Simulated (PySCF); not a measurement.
Consider TlGe (charge +1, triplet).

| atom | x (Å) | y (Å) | z (Å) |
| --- | --- | --- | --- |
| Tl | 0.0000 | 0.0000 | -0.8593 |
| Ge | 0.0000 | 0.0000 | 2.3827 |

Core potentials replace the inner electrons of Tl.

Theory: PBE0/def2-SVP, non-relativistic Hamiltonian with scalar-relativistic core potentials where named, at a bond length of 3.242 Å in PySCF.

Q: Predict the electron density, electron localisation function and spin density between the atoms.

A: Tl–Ge (3.24 Å): ρ is about 0.16 e/Å³ halfway; the ELF is about 0.40 at the midpoint.
The unpaired spin (2 electrons) lies mostly on Ge2 (about 1.6) and Tl1 (about 0.4), in electrons by Hirshfeld's partition.

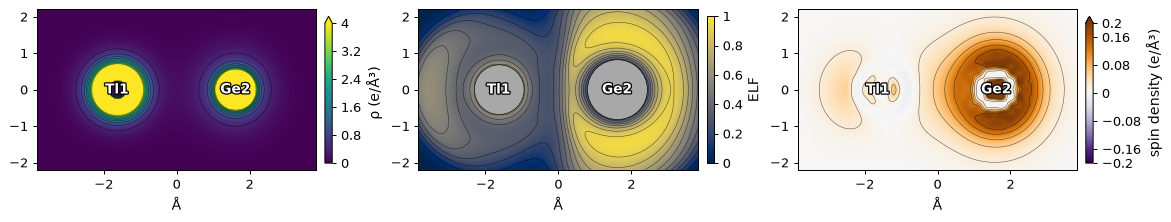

Computed electron density, electron localisation function and spin density on a plane that holds the molecular axis, in this order. Grey discs cover the atomic cores in the ELF map. 
